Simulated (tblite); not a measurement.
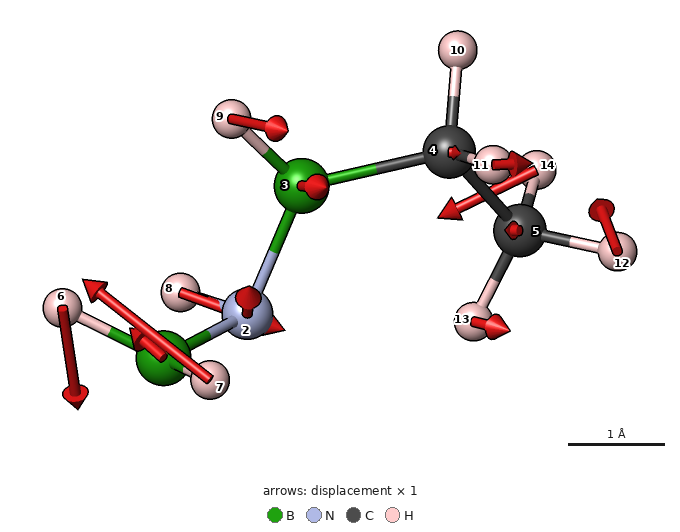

A relaxation of C₂H₉B₂N. The starting structure is drawn; red arrows show the displacements, at their true length. The two geometries are superimposed by the best rigid fit.

The picture is a ball-and-stick view, seen from a free direction.

Level of theory: GFN2-xTB geometry optimisation, gas phase (tblite). 

> What did the optimiser do to the structure, and how much energy did it gain?

An H atom moves most after the best rigid fit: 1.77 Å. Largest moves by element: H 1.77 Å, B 0.66 Å, N 0.55 Å, C 0.21 Å. Near-neighbour distances that change, for instance: B–N 1.542 → 1.406 Å, B–N 1.513 → 1.412 Å, H–N 1.069 → 1.012 Å, C–H 1.125 → 1.089 Å. Among the angles between lasting bonds that change: B–N–B 106.2° → 128.7°, B–N–H 104.2° → 116.0°, B–N–H 104.6° → 115.4°. Groups turn about C–C by about 40°. The energy falls by 2.205 eV in 114 geometry steps. Cost: 0.79 s on 1 thread of Arm Neoverse N1, with other jobs on the host.
